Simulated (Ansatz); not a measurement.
# C2H4Si (SMILES C#C[SiH3]): PBEsol-D3(BJ)-ATM/def2-mTZVP (density fitting with def2-universal-jkfit)

Aim: the adiabatic ionisation energy of C2H4Si at PBEsol-D3(BJ)-ATM/def2-mTZVP (density fitting with def2-universal-jkfit), from 2 runs. 

The results are computed with Ansatz 0.2.0.

## Step 1: The molecule

C2H4Si has 7 atoms, charge 0, and is taken as a singlet. As SMILES, `C#C[SiH3]`. The shape is that of a PBE0-D4/def2-TZVP optimisation. The run starts from this shape.

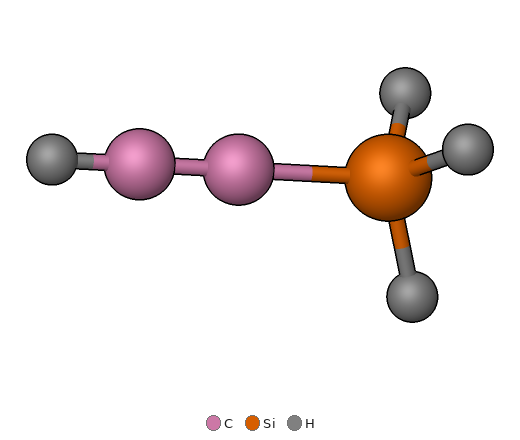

Viewed from a chosen angle; carbon pink, silicon orange, hydrogen grey.

## Step 2: A geometry optimisation at PBEsol-D3(BJ)-ATM/def2-mTZVP (density fitting with def2-universal-jkfit)

Input file run.yaml:

```yaml
basis:
  gaussian:
    orbitals: def2-mTZVP.json
    fitting: {mean_field: def2-universal-jkfit}
crystal:
  periodic: [false, false, false]
  atoms:
    - {symbol: C, position_ang: [-0.580700, -1.871400, 0.172200]}
    - {symbol: C, position_ang: [-0.218500, -0.726500, 0.062400]}
    - {symbol: Si, position_ang: [0.329800, 1.004300, -0.103800]}
    - {symbol: H, position_ang: [-0.901000, -2.883500, 0.269300]}
    - {symbol: H, position_ang: [-0.094500, 1.528300, -1.425000]}
    - {symbol: H, position_ang: [-0.281700, 1.818100, 0.974900]}
    - {symbol: H, position_ang: [1.807900, 1.062900, 0.004400]}
hamiltonian:
  xc: pbesol
  dispersion: d3bjatm
relax: {}
output: {orbitals: {seedname: orbitals}}
```

The basis set def2-mTZVP is read from a file made from the Basis Set Exchange's data (not shown).

Command:

```
$ ansatz run run.yaml --threads 1 --pin off --max-ram 2610MiB --events-out events.jsonl --progress --plain --runs-dir runs
```

Log:

```text
Warning: RAYON_NUM_THREADS=1 ignored (pool sized by the plan → 1); use --threads N
The last accepted step is kept in runs//last_step.txt (removed where the run ends without a failure and the disk answers)
[... 31 lines left out ...]
Total energy: -9984.14810982 eV, -366.9106755372 hartree
[... 7 lines left out ...]
Dipole moment:    -0.022467    -0.071145     0.006812 e Å
```

Run time: 3.9 s. Hardware: 1 thread of Arm Neoverse V2, shared host.

Steps, from the record of the run:

```csv
step,energy from the first frame kept (eV),largest force (eV/Å)
1,0.0000,1.0980
2,-0.0143,0.1047
3,-0.0149,0.0011
```

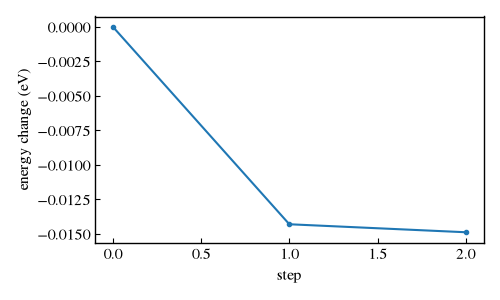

Energy along the run.

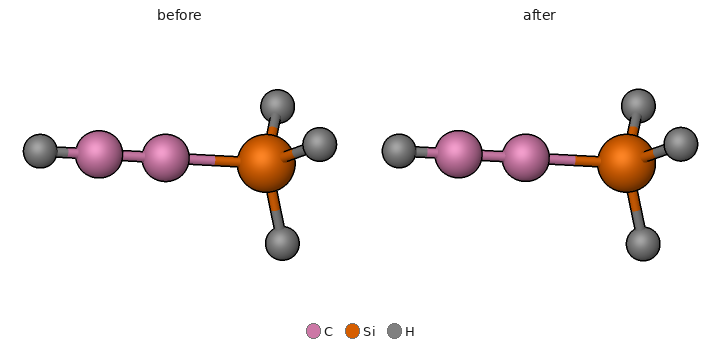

Before and after, at one scale.

After the run. Bond lengths: C1–C2 1.218 Å, C2–Si3 1.826 Å, C1–H4 1.077 Å, Si3–H5 1.498 Å, Si3–H6 1.498 Å, Si3–H7 1.498 Å. Angles: C1–C2–Si3 180.0°, C2–C1–H4 180.0°, C2–Si3–H5 109.6°, C2–Si3–H6 109.6°, C2–Si3–H7 109.6°, H5–Si3–H6 109.4°, H5–Si3–H7 109.4°, H6–Si3–H7 109.4°.

## Step 3: The doublet cation at the same level

run.yaml, as its differences from that of step 2:

```diff
@@ -1,5 +1 @@
-basis:
-  gaussian:
-    orbitals: def2-mTZVP.json
-    fitting: {mean_field: def2-universal-jkfit}
 crystal:
@@ -14,2 +10,10 @@
     - {symbol: H, position_ang: [1.807900, 1.062900, 0.004400]}
+basis:
+  gaussian:
+    orbitals: def2-mTZVP.json
+    fitting: {mean_field: def2-universal-jkfit}
+total_charge: 1
+magnetization:
+  spin_polarized: false
+  initial_magnetization: 1
 hamiltonian:
```

The basis set def2-mTZVP is read from a file made from the Basis Set Exchange's data (not shown).

Command:

```
$ ansatz run run.yaml --threads 1 --pin off --max-ram 2610MiB --events-out events.jsonl --progress --plain --runs-dir runs
```

Log, shortened:

```text
Warning: RAYON_NUM_THREADS=1 ignored (pool sized by the plan → 1); use --threads N
[... 1 set-up line as earlier in the session ...]
[... 69 lines left out ...]
Total energy: -9973.92306476 eV, -366.5349120620 hartree
[... 7 lines left out ...]
Dipole moment:    -0.119838    -0.270209    -0.047855 e Å
```

Wall time 33 s (1 thread of Arm Neoverse V2, shared host).

Step by step:

```
step  energy from the first frame kept (eV)  largest force (eV/Å)
   1                                 0.0000                4.0209
   2                                -0.1864                0.5239
   3                                -0.2027                0.1831
   4                                -0.2114                0.1653
   5                                -0.2135                0.1109
   6                                -0.2159                0.0646
   7                                -0.2163                0.0407
   8                                -0.2165                0.0136
```

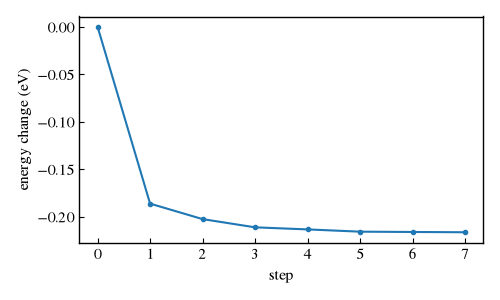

Energy along the run.

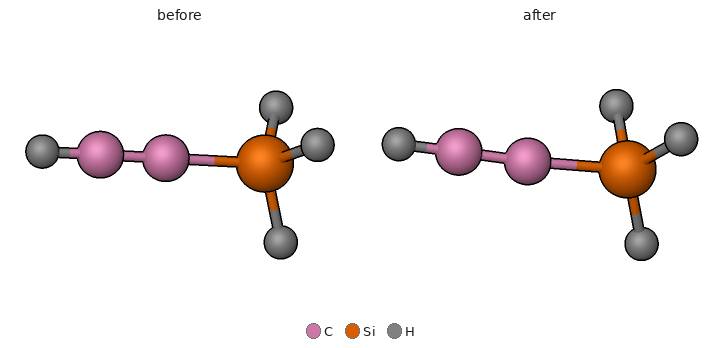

Before and after, at one scale.

After the run. Bond lengths: C1–C2 1.249 Å, C2–Si3 1.825 Å, C1–H4 1.086 Å, Si3–H5 1.557 Å, Si3–H6 1.492 Å, Si3–H7 1.492 Å. Angles: C1–C2–Si3 175.3°, C2–C1–H4 179.2°, C2–Si3–H5 92.1°, C2–Si3–H6 111.2°, C2–Si3–H7 111.2°, H5–Si3–H6 108.2°, H5–Si3–H7 108.2°, H6–Si3–H7 121.8°.

## Step 4: Summary of results

Level: PBEsol-D3(BJ)-ATM/def2-mTZVP (density fitting with def2-universal-jkfit).

| quantity | value |
| --- | --- |
| singlet C2H4Si: total energy at the end | -366.91068 Eh |
| singlet C2H4Si: dipole moment | 0.36 D |
| singlet C2H4Si: HOMO energy | -7.01 eV |
| singlet C2H4Si: LUMO energy | -1.03 eV |
| singlet C2H4Si: HOMO–LUMO gap | 5.99 eV |
| singlet C2H4Si: dispersion energy | -4.34 kJ/mol |
| doublet cation: total energy at the end | -366.53491 Eh |
| doublet cation: dispersion energy | -4.36 kJ/mol |
| doublet cation: ⟨S²⟩ | 0.750 |
| adiabatic ionisation energy (to the doublet cation, no zero-point term) | 10.225 eV |

In words: The adiabatic ionisation energy (to the doublet cation, no zero-point term) is 10.23 eV (236 kcal/mol). The optimisation (singlet C2H4Si) took 2 steps and changed the energy by -0.015 eV. Mulliken charges (singlet C2H4Si) run from -0.50 on C2 to +0.27 on H4; they depend strongly on the basis. The optimisation (doublet cation) took 7 steps and changed the energy by -0.217 eV.
